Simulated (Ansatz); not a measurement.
# CoSi3Ru2: from a guess to a relaxed structure, part 2 of 2

The task: take a trial cell of CoSi3Ru2 to zero force and stress.

Ansatz 0.2.0; DFT PBE, scalar-relativistic, plane waves, PAW. Earlier steps stand in the parts before.

### Step 4. Final relaxation

The end of the coarse run is made exact in the group found at a tolerance of 0.06 Å and reduced to its primitive cell.

Input file input.yaml:

```yaml
crystal:
  lattice:
    - [4.0881794896, 0.0, 0.0]
    - [-2.0440897448, 3.5404672933, 0.0]
    - [0.0, 0.0, 5.0600534903]
  atoms:
    - { symbol: Co, position: [0.0, 0.0, 0.5], spin: 0.77 }
    - { symbol: Si, position: [0.6666666667, 0.3333333333, 0.6521115125] }
    - { symbol: Si, position: [0.0, 0.0, 0.0] }
    - { symbol: Si, position: [0.3333333333, 0.6666666667, 0.3478884875] }
    - { symbol: Ru, position: [0.6666666667, 0.3333333333, 0.1663259782], spin: 0.16 }
    - { symbol: Ru, position: [0.3333333333, 0.6666666667, 0.8336740218], spin: 0.16 }
basis:
  ecutwfc: 420
kpoints:
  mp_grid: { grid: [12, 12, 8] }
hamiltonian:
  xc: pbe
scf:
  occupations: { method: gaussian, width: 0.1 }
output:
  forces: true
  stress: true
  eigenvalues: true
  populations: true
  write_density: true
  write_potential: true
  elf: true
  volumetric_format: npy
magnetization:
  spin_polarized: true
relax:
  adjacent_minimum: "off"
  f_tol: 0.01
  max_steps: 80
  cell: { stress_tol: 0.05 }
```

Launch:

```bash
ansatz run input.yaml --threads 1 --pin off --max-ram 2560MiB --backend cpu --events-out ev --progress --plain --runs-dir out
```

Standard output, cut to the lines that bear on the results:

```text
Warning: RAYON_NUM_THREADS=1 ignored (pool sized by the plan → 1); use --threads N
[...]
Pseudopotentials: kind: paw
Pseudopotential: Co, paw, valence charge 17, recommended cutoff 420 eV (normal), Co.paw.azcp
Pseudopotential: Si, paw, valence charge 4, recommended cutoff 420 eV (normal), Si.paw.azcp
Pseudopotential: Ru, paw, valence charge 16, recommended cutoff 420 eV (normal), Ru.paw.azcp
Functional definition: PBE
[...]
Crystal: 6 atoms, lattice volume = 73.240 Å³
Basis set: ecut = 420 eV, 1409 PW (Γ), exchange–correlation on 60×60×72 points (8 copies of the dense FFT grid, shifted against one another)
Bands: 38, of which v1, the nominal top of the filled ones, is band 31 counted from 1 (30 counted from 0)
Symmetry: 12 space group operations
Space group: P-3m1 (ITA 164), of the structure as read, at distance tolerance 4.2e-5 Å
[...]
    - [4.0878949856585685, 0.0, 3.1364423339577823e-34]
    - [-2.0439474928292842, 3.540220905583344, -4.5028040986377226e-33]
    - [-3.1056495477796086e-34, -4.969039276447374e-33, 5.0606280011778635]
  atoms:
    - { symbol: Co, position: [4.692062940111854e-36, 7.555224999900191e-37, 0.5] }
    - { symbol: Si, position: [0.6666666666666666, 0.3333333333333333, 0.6528055986509543] }
    - { symbol: Si, position: [1.87038695321073e-36, 7.555224999899018e-37, -1.4284462599244506e-20] }
    - { symbol: Si, position: [0.3333333333333333, 0.6666666666666666, 0.3471944013490456] }
    - { symbol: Ru, position: [0.6666666666666666, 0.3333333333333333, 0.16702075787222484] }
    - { symbol: Ru, position: [0.3333333333333333, 0.6666666666666666, 0.8329792421277753] }
--- Löwdin populations: 6 sites ---
  site symbol       q [e]    m [muB]
     0     Co     16.5570     0.5877
     1     Si      3.9057     0.0195
     2     Si      3.8759    -0.0008
     3     Si      3.9057     0.0195
     4     Ru     16.0692     0.1319
     5     Ru     16.0692     0.1319
  spilling = 0.010119 (of n_electrons = 61.000000)
```

It took 4.1 min on 1 thread of Intel Xeon at 2.70GHz, shared host; peak memory 0.81 GiB.

Relaxation path:

```csv
step,energy from step 1 (eV/cell),largest force component (eV/Å),pressure (GPa),volume (Å³)
1,0.0000,0.0476,0.00,73.24
2,-0.0003,0.0153,0.01,73.24
3,-0.0003,0.0072,0.01,73.24
4,-0.0003,0.0072,0.01,73.24
```

Step 1 is the start. Step 4 repeats the geometry before it on a plane-wave basis chosen anew for that cell, so its energy need not be comparable with the rows above.

|  | before | after | change |
| --- | --- | --- | --- |
| a (Å) | 4.088 | 4.088 | 0.0 % |
| b (Å) | 4.088 | 4.088 | 0.0 % |
| c (Å) | 5.060 | 5.061 | 0.0 % |
| volume (Å³/atom) | 12.21 | 12.21 | 0.0 % |
| shortest distance (Å) | 2.458 | 2.458 | 0.0 % |
| space group (0.01 Å) | P-3m1 | P-3m1 | same |

The run keeps the 12 symmetry operations of the start, so it could not have lowered the symmetry.

Per atom:

```
atom  moment in the atom's sphere (μB)  Löwdin electrons
 Co1                              0.62             16.56
 Si2                              0.01              3.91
 Si3                              0.00              3.88
 Si4                              0.01              3.91
 Ru5                              0.12             16.07
 Ru6                              0.12             16.07
```

The Löwdin counts miss 0.62 of the 61 electrons, which the atomic orbitals do not span, so they are no charges.

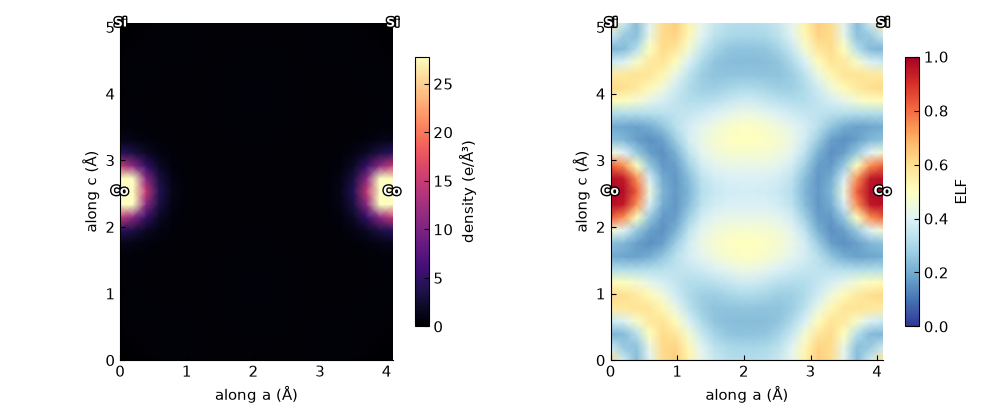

Density (left) and ELF (right) in a lattice plane of the grid's cell (edges 4.09 and 5.06 Å, at 0.000 of the third edge), which holds Co and Si. Only atoms in the plane are labelled; the density scale stops at 27.78 e/Å³. Both are smooth fields of the valence electrons: close to the nuclei they are not physical.

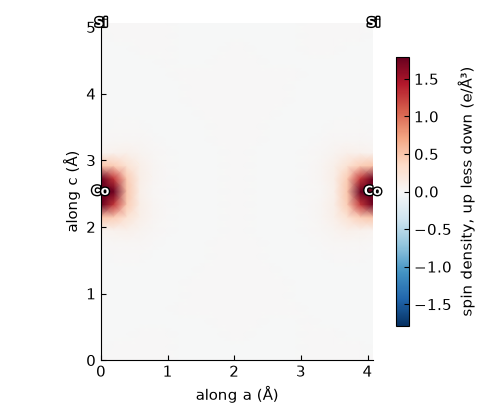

Spin density in a lattice plane of the grid's cell (edges 4.09 and 5.06 Å, at 0.000 of the third edge), which holds Co and Si.

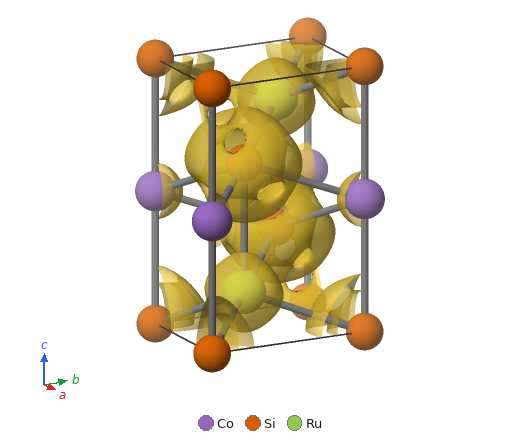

Surface of ELF = 0.56, drawn in one cell.

Maxima of ELF outside the ion cores: 0.69 on the Si–Ru line, 1.0 Å from Si; 0.62 on the Si–Co line, 0.9 Å from Si.

### Step 5. What came out

This closing draws on all 2 parts. Changes of volume or cell count from the first structure of part 1.

```
                              quantity                                                                       value
symmetry at the end (tolerance 0.05 Å)                                                 space group P-3m1 (No. 164)
                     conventional cell  a = 4.088 Å, b = 4.088 Å, c = 5.061 Å, α = 90.00°, β = 90.00°, γ = 120.00°
                                volume                                                               12.21 Å³/atom
              energy over the elements                                                               -0.48 eV/atom
                       gap on the mesh                                                                none (metal)
                          total moment                                                                0.85 μB/cell
```

In words: The space group P-3m1 (No. 164) is kept, and the volume per atom shrinks by 11.5 % from the first guess. A negative formation energy is needed for stability but isn't enough; other structures and compounds were not set against it here. No finished test with a distortion of lower symmetry is shown, so the end may be a saddle point. Other magnetic orders were not searched.
